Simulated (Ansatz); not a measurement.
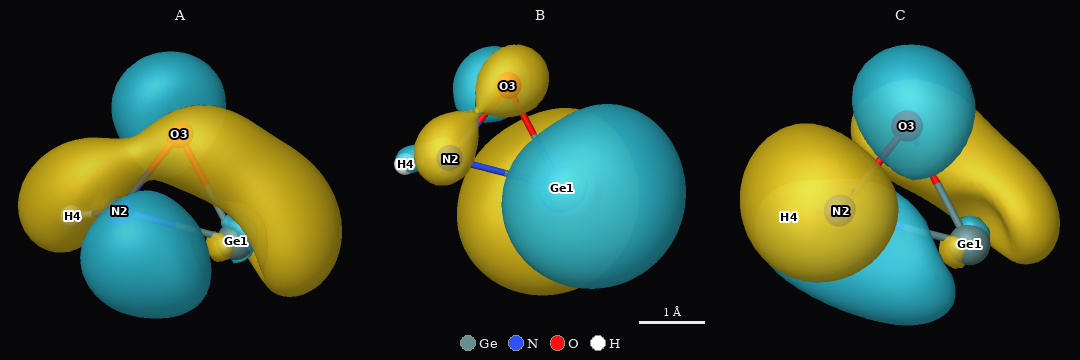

Figure. GeHNO (SMILES [NH+]1=[Ge-][O]1). Three frontier orbitals at ±0.1 Å⁻³ᐟ² (yellow and cyan are the two phases), in no order.

Geometry: PBE0-D3(BJ)/def2-SVP.

Computed with isolated molecule in a Gaussian basis; Kohn-Sham density functional theory, functional PBE0 in Ansatz 0.2.0.

Order the three orbitals by energy and name them.

Answer. A is the HOMO−1 (−8.21 eV). By Hirshfeld shares it lies mainly on O3 (about 35 %), N2 (about 35 %) and Ge1 (about 25 %). C is the HOMO (−6.85 eV). It lies mainly on N2 (about 50 %), O3 (about 30 %) and Ge1 (about 15 %); π-antibonding (π*) across N2–O3. B is the LUMO (−2.54 eV). By Hirshfeld shares it lies mainly on Ge1 (about 85 %) and O3 (about 5 %).

What is the HOMO–LUMO gap?

Answer. 4.31 eV between the orbital energies.
